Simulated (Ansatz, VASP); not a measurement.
**CoCl2 in two plane-wave programs**

Wanted: the spread between two codes on one cell, functional and k mesh. The structure shown is the end of the VASP relaxation below.

Main program and level: Ansatz 0.2.0; plane waves, with VASP 6.6.1 beside it; single point at r2SCAN and band structure at r2SCAN.

### Step 1. Starting point

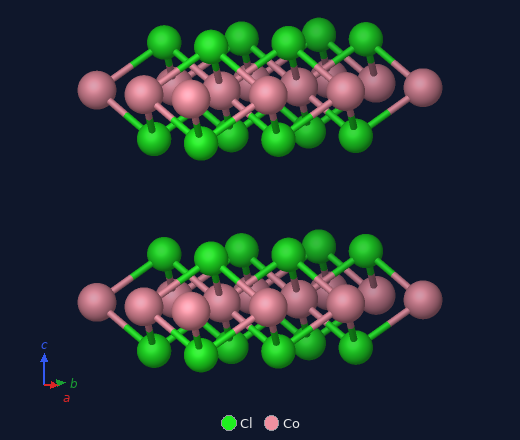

The starting structure, seen from the side, with the c axis up (chlorine green, cobalt pink). 2×3×1 cells are drawn. Some periodic images of atoms are drawn too.

The cell holds 6 atoms: 4 Cl and 2 Co. Its edges and angles: a = 3.540 Å, b = 3.540 Å, c = 23.621 Å, α = 90.0°, β = 90.0°, γ = 120.0°. It derives from CoCl2. As first built, before any earlier steps moved the atoms: kind sheets cut from a layered crystal; sheets 2. Vacuum lies along c.

### Step 2. VASP: relaxation, r2SCAN

This run makes the geometry at which the two programs are then compared.

Lines of VASP's logs that name or quote its potential files are left out, and so is its time.

Contents of INCAR:

```
SYSTEM = CoCl2
PREC = Normal
ENCUT = 300
EDIFF = 1E-05
NELM = 120
ISMEAR = 0
SIGMA = 0.05
LREAL = .FALSE.
ALGO = Normal
METAGGA = R2SCAN
LASPH = .TRUE.
NBANDS = 35
ISPIN = 2
MAGMOM = 0 0 0 0 2 2
LMAXMIX = 4
LORBIT = 11
LWAVE = .FALSE.
LCHARG = .FALSE.
KPAR = 2
IBRION = 2
NSW = 40
ISIF = 2
EDIFFG = -0.03
POTIM = 0.4
MAXMIX = 40
IDIPOL = 3
LDIPOL = .TRUE.
DIPOL = 0.5 0.5 0.5
```

Contents of POSCAR:

```
CoCl2
1.0
    3.5400119550      0.0000000000      0.0000000000
   -1.7700059770      3.0657402820      0.0000000000
    0.0000000000      0.0000000000     23.6212516423
Cl Co
4 2
Direct
    0.3333333330      0.6666666670      0.6824893060
    0.6666666670      0.3333333330      0.5703553090
    0.3333333330      0.6666666670      0.4296446910
    0.6666666670      0.3333333330      0.3175106940
    0.0000000000      0.0000000000      0.6264223070
    0.0000000000      0.0000000000      0.3735776930
```

Contents of KPOINTS:

```
Automatic mesh
0
Gamma
9 9 1
0 0 0
```

Potentials, in the order of the species: Cl and Co (PBE family, release 64).

Started as:

```bash
$ mpirun -np 2 vasp_std
```

Numbers of over 12 decimals in the logs are rounded to 6 here.

The program printed:

```text
[banner, memory and clock lines left out]
running    2 mpi-ranks, on    1 nodes
 distrk:  each k-point on    1 cores,    2 groups
 distr:  one band on    1 cores,    1 groups

 POSCAR found type information on POSCAR ClCo
 POSCAR found :  2 types and       6 ions
|                                                                             |
|               ----> ADVICE to this user running VASP <----                  |
|                                                                             |
|     You enforced a specific xc type in the INCAR file but a different       |
|     [... a line on the potential file left out ...]
|     I HOPE YOU KNOW WHAT YOU ARE DOING!                                     |
|                                                                             |

 LDA part: xc-table for (None), standard interpolation
 POSCAR, INCAR and KPOINTS ok, starting setup
 FFT: planning ... GRIDC
 FFT: planning ... GRID_SOFT
 FFT: planning ... GRID
 WAVECAR not read
 entering main loop
       N       E                     dE             d eps       ncg     rms          rms(c)
DAV:   1     0.274585872356E+03    0.27459E+03   -0.13924E+04  1680   0.734E+02
DAV:   2    -0.213285065608E+02   -0.29591E+03   -0.27631E+03  1906   0.223E+02
DAV:   3    -0.665429603408E+02   -0.45214E+02   -0.44539E+02  2077   0.940E+01
DAV:   4    -0.678382807093E+02   -0.12953E+01   -0.12915E+01  2045   0.203E+01
DAV:   5    -0.678802437178E+02   -0.41963E-01   -0.41941E-01  2320   0.351E+00    0.217E+01
DAV:   6    -0.570572290298E+02    0.10823E+02   -0.60842E+01  2235   0.801E+01    0.301E+01
DAV:   7    -0.553675949931E+02    0.16896E+01   -0.93367E+00  2035   0.555E+01    0.124E+01
DAV:   8    -0.558645888825E+02   -0.49699E+00   -0.58712E+00  2200   0.140E+01    0.691E+00
DAV:   9    -0.554693658573E+02    0.39522E+00   -0.20530E+00  2090   0.142E+01    0.489E+00
DAV:  10    -0.555429508753E+02   -0.73585E-01   -0.67262E-01  2136   0.606E+00    0.337E+00
DAV:  11    -0.559255882923E+02   -0.38264E+00   -0.21010E-01  1957   0.681E+00    0.190E+00
DAV:  12    -0.562469427366E+02   -0.32135E+00   -0.30798E-01  2136   0.447E+00    0.941E-01
DAV:  13    -0.564982536226E+02   -0.25131E+00   -0.30306E-01  2101   0.293E+00    0.870E-01
DAV:  14    -0.565593968121E+02   -0.61143E-01   -0.31646E-02  1889   0.117E+00    0.805E-01
DAV:  15    -0.566049640129E+02   -0.45567E-01   -0.17687E-02  2065   0.680E-01    0.604E-01
DAV:  16    -0.566668729891E+02   -0.61909E-01   -0.41074E-02  1885   0.944E-01    0.368E-01
DAV:  17    -0.566785421534E+02   -0.11669E-01   -0.85930E-03  2196   0.727E-01    0.231E-01
DAV:  18    -0.566809909386E+02   -0.24488E-02   -0.21898E-03  1994   0.305E-01    0.155E-01
DAV:  19    -0.566815145074E+02   -0.52357E-03   -0.61025E-04  1987   0.155E-01    0.922E-02
DAV:  20    -0.566820118564E+02   -0.49735E-03   -0.34514E-04  2132   0.160E-01    0.382E-02
DAV:  21    -0.566820090183E+02    0.28381E-05   -0.96861E-05  1843   0.746E-02
   1 F= -.56682009E+02 E0= -.56682009E+02  d E =-.566820E+02  mag=     6.0004
 curvature:   0.00 expect dE= 0.000E+00 dE for cont linesearch  0.000E+00
 trial: gam= 0.00000 g(F)=  0.191E-03 g(S)=  0.000E+00 ort = 0.000E+00 (trialstep = 0.100E+01)
 search vector abs. value=  0.191E-03
 bond charge predicted
       N       E                     dE             d eps       ncg     rms          rms(c)
DAV:   1    -0.566817980680E+02    0.21379E-03   -0.26503E-02  1835   0.686E-01    0.113E-01
DAV:   2    -0.566818274633E+02   -0.29395E-04   -0.57291E-04  1759   0.146E-01    0.550E-02
DAV:   3    -0.566819792365E+02   -0.15177E-03   -0.92676E-05  1731   0.698E-02    0.189E-02
DAV:   4    -0.566820219242E+02   -0.42688E-04   -0.13849E-05  1459   0.298E-02    0.117E-02
DAV:   5    -0.566821280803E+02   -0.10616E-03   -0.15936E-05  1545   0.297E-02    0.710E-03
DAV:   6    -0.566821888298E+02   -0.60750E-04   -0.68021E-06  1264   0.210E-02    0.362E-03
DAV:   7    -0.566821743766E+02    0.14453E-04   -0.21776E-06  1152   0.125E-02    0.266E-03
DAV:   8    -0.566822006026E+02   -0.26226E-04   -0.18805E-06  1159   0.104E-02    0.146E-03
DAV:   9    -0.566821791159E+02    0.21487E-04   -0.16334E-06  1148   0.100E-02    0.121E-03
DAV:  10    -0.566821651822E+02    0.13934E-04   -0.10820E-06  1223   0.770E-03    0.106E-03
DAV:  11    -0.566821643858E+02    0.79638E-06   -0.84429E-07  1198   0.615E-03
   2 F= -.56682164E+02 E0= -.56682164E+02  d E =-.155367E-03  mag=     5.9998
 trial-energy change:   -0.000155  1 .order   -0.000166   -0.000191   -0.000140
 step:   3.7593(harm=  3.7593)  dis= 0.00687  next Energy=   -56.682368 (dE=-0.359E-03)
 bond charge predicted
       N       E                     dE             d eps       ncg     rms          rms(c)
DAV:   1    -0.566796762155E+02    0.24890E-02   -0.20173E-01  1704   0.189E+00    0.308E-01
DAV:   2    -0.566821526306E+02   -0.24764E-02   -0.32614E-03  2006   0.351E-01    0.371E-02
DAV:   3    -0.566823910251E+02   -0.23839E-03   -0.42486E-04  1787   0.107E-01    0.287E-02
DAV:   4    -0.566823491467E+02    0.41878E-04   -0.20827E-05  1602   0.348E-02    0.214E-02
DAV:   5    -0.566823333357E+02    0.15811E-04   -0.12629E-05  1363   0.281E-02    0.135E-02
DAV:   6    -0.566823388284E+02   -0.54927E-05   -0.71384E-06  1324   0.198E-02
   3 F= -.56682339E+02 E0= -.56682339E+02  d E =-.329810E-03  mag=     5.9990
 curvature:  -1.88 expect dE=-0.182E-03 dE for cont linesearch -0.515E-06
 trial: gam= 0.46942 g(F)=  0.969E-04 g(S)=  0.000E+00 ort = 0.724E-05 (trialstep = 0.155E+01)
 search vector abs. value=  0.146E-03
 reached required accuracy - stopping structural energy minimisation
```

OUTCAR, selected parts (step 2):

```text
ion  position               nearest neighbor table
   1  0.333  0.667  0.682-   5 2.44   5 2.44   5 2.44
   2  0.667  0.333  0.570-   5 2.44   5 2.44   5 2.44
   3  0.333  0.667  0.430-   6 2.44   6 2.44   6 2.44
   4  0.667  0.333  0.318-   6 2.44   6 2.44   6 2.44
   5  0.000  0.000  0.626-   2 2.44   2 2.44   2 2.44   1 2.44   1 2.44   1 2.44
   6  0.000  0.000  0.374-   3 2.44   3 2.44   3 2.44   4 2.44   4 2.44   4 2.44

  LATTYP: Found a hexagonal cell.
 ALAT       =     3.5400119550
 C/A-ratio  =     6.6726474211

 Subroutine GETGRP returns: Found 12 space group operations
 (whereof 12 operations were pure point group operations)

The static configuration has the point symmetry D_3d.

 Found     12 irreducible k-points:

   k-points           NKPTS =     12   k-points in BZ     NKDIM =     12   number of bands    NBANDS=     35

   dimension x,y,z NGX =    16 NGY =   16 NGZ =  100
   dimension x,y,z NGXF=    32 NGYF=   32 NGZF=  200

   ENCUT  =  300.0 eV  22.05 Ry    4.70 a.u.   5.00  5.00 33.36*2*pi/ulx,y,z

   NELECT =      46.0000    total number of electrons

 k-points in reciprocal lattice and weights: Automatic mesh
   0.00000000  0.00000000  0.00000000       0.012
   0.11111111  0.00000000  0.00000000       0.074
   0.22222222 -0.00000000  0.00000000       0.074
   0.33333333  0.00000000  0.00000000       0.074
   0.44444444 -0.00000000  0.00000000       0.074
   0.11111111  0.11111111  0.00000000       0.074
   0.22222222  0.11111111  0.00000000       0.148
   0.33333333  0.11111111  0.00000000       0.148
   0.44444444  0.11111111  0.00000000       0.074
   0.22222222  0.22222222  0.00000000       0.074
   0.33333333  0.22222222  0.00000000       0.148
   0.33333333  0.33333333  0.00000000       0.025

 dipolmoment           0.000000      0.000000     -0.000000 electrons x Angstroem

 average (electrostatic) potential at core
       1-100.4085       2-100.3675       3-100.3675       4-100.4085       5 -95.4513
       6 -95.4513

 E-fermi :  -2.0978

 spin component 1
 k-point     1 :       0.0000    0.0000    0.0000
  band No.  band energies     occupation
    ...
     22      -4.1090      1.00000
     23      -2.7333      1.00000
     24      -2.7332      1.00000
     25      -2.7095      1.00000
     26      -2.7094      1.00000
     27       2.7506      0.00000
     28       3.2473      0.00000
     29       4.1777      0.00000
     30       4.2052      0.00000
     31       4.4959      0.00000
    ...

 k-point     2 :       0.1111    0.0000    0.0000
  band No.  band energies     occupation
    ...
     22      -3.9863      1.00000
     23      -3.0457      1.00000
     24      -3.0328      1.00000
     25      -2.8041      1.00000
     26      -2.7744      1.00000
     27       3.2186      0.00000
     28       3.6316      0.00000
     29       4.5758      0.00000
     30       4.7166      0.00000
     31       4.7943      0.00000
    ...

 k-point     3 :       0.2222   -0.0000    0.0000
  band No.  band energies     occupation
    ...
     22      -3.9741      1.00000
     23      -3.5492      1.00000
     24      -3.3259      1.00000
     25      -2.8841      1.00000
     26      -2.8446      1.00000
     27       4.0538      0.00000
     28       4.2011      0.00000
     29       4.9272      0.00000
     30       5.0089      0.00000
     31       5.4650      0.00000
    ...

 k-point     4 :       0.3333    0.0000    0.0000
  band No.  band energies     occupation
    ...
     22      -4.1868      1.00000
     23      -3.3918      1.00000
     24      -3.1813      1.00000
     25      -2.8494      1.00000
     26      -2.8028      1.00000
     27       3.7921      0.00000
     28       3.9304      0.00000
     29       5.0001      0.00000
     30       5.2618      0.00000
     31       6.1250      0.00000
    ...

 k-point     5 :       0.4444   -0.0000    0.0000
  band No.  band energies     occupation
    ...
     22      -4.2591      1.00000
     23      -3.1458      1.00000
     24      -3.0706      1.00000
     25      -2.7976      1.00000
     26      -2.7475      1.00000
     27       3.4271      0.00000
     28       3.5058      0.00000
     29       4.9226      0.00000
     30       5.1104      0.00000
     31       6.5504      0.00000
    ...

 k-point     6 :       0.1111    0.1111    0.0000
  band No.  band energies     occupation
    ...
     22      -3.8861      1.00000
     23      -3.3388      1.00000
     24      -3.2170      1.00000
     25      -2.9860      1.00000
     26      -2.9595      1.00000
     27       3.9144      0.00000
     28       4.1452      0.00000
     29       4.9495      0.00000
     30       5.1758      0.00000
     31       5.4841      0.00000
    ...

  Total       -0.0461819     -0.0461819     -0.1969964     -0.0000000      0.0000000      0.0000000
  in kB       -0.2886288     -0.2886288     -1.2311922     -0.0000000      0.0000000      0.0000000
  external PRESSURE =      -0.6028166 kB  Pullay stress =       0.0000000 kB

  energy-cutoff  :      300.00
  volume of cell :      256.36
      direct lattice vectors                 reciprocal lattice vectors
     3.540011955  0.000000000  0.000000000     0.282484922  0.163092746  0.000000000
    -1.770005977  3.065740282  0.000000000     0.000000000  0.326185491  0.000000000
     0.000000000  0.000000000 23.621251642     0.000000000  0.000000000  0.042334759

 POSITION                                       TOTAL-FORCE (eV/Angst)
 -----------------------------------------------------------------------------------
     -0.00000      2.04383     16.12080        -0.000000     -0.000000      0.026168
      1.77001      1.02191     13.47469        -0.000000      0.000000      0.023596
     -0.00000      2.04383     10.14657         0.000000      0.000000     -0.023596
      1.77001      1.02191      7.50045         0.000000     -0.000000     -0.026168
      0.00000      0.00000     14.80375         0.000000      0.000000     -0.003802
      0.00000      0.00000      8.81750        -0.000000     -0.000000      0.003802
 -----------------------------------------------------------------------------------
    total drift:                                0.000000     -0.000000     -0.000000

  FREE ENERGIE OF THE ION-ELECTRON SYSTEM (eV)
  ---------------------------------------------------
  free  energy   TOTEN  =       -56.6823388284 eV

  energy  without entropy=      -56.6823388284  energy(sigma->0) =      -56.68233883

 reached required accuracy - stopping structural energy minimisation

 vacuum level on the upper side and lower side of the slab         4.374         4.374

 total charge
# of ion       s       p       d       tot
------------------------------------------
    1        1.606   3.564   0.000   5.170
    2        1.607   3.560   0.000   5.167
    3        1.607   3.560   0.000   5.167
    4        1.606   3.564   0.000   5.170
    5        0.294   0.329   7.040   7.662
    6        0.294   0.329   7.040   7.662
--------------------------------------------------
tot          7.014  14.905  14.079  35.998

 magnetization (x)
# of ion       s       p       d       tot
------------------------------------------
    1        0.010   0.131   0.000   0.141
    2        0.010   0.132   0.000   0.143
    3        0.010   0.132   0.000   0.143
    4        0.010   0.131   0.000   0.141
    5        0.019   0.014   2.596   2.629
    6        0.019   0.014   2.596   2.629
--------------------------------------------------
tot          0.079   0.555   5.192   5.826

[... 6 further parts left out ...]
```

CONTCAR:

```
CoCl2
   1.00000000000000
     3.5400119550000002    0.0000000000000000    0.0000000000000000
    -1.7700059770000001    3.0657402820000001    0.0000000000000000
     0.0000000000000000    0.0000000000000000   23.6212516422999990
  Cl              Co
     4     2
Direct
     0.3333333329999988    0.6666666670000012    0.6824703470263157
     0.6666666670000012    0.3333333329999988    0.5704475865321964
     0.3333333329999988    0.6666666670000012    0.4295524134678036
     0.6666666670000012    0.3333333329999988    0.3175296529736842
     0.0000000000000000    0.0000000000000000    0.6267130498840923
     0.0000000000000000    0.0000000000000000    0.3732869501159077
```

(Continued in part 2 of 3.)

[Lines on the potential files, build, host, timing and source positions are cut from VASP's logs without a mark.]

[Logs are printed without paths, hosts, clocks, repeated set-up lines and the standing remarks that a program may print on its own settings, such as how far it seeks lower states.]

[Hosts, paths, dates, database ids (printed as entryN), source tags and the programs' standing remarks are cut or masked in the printed files.]
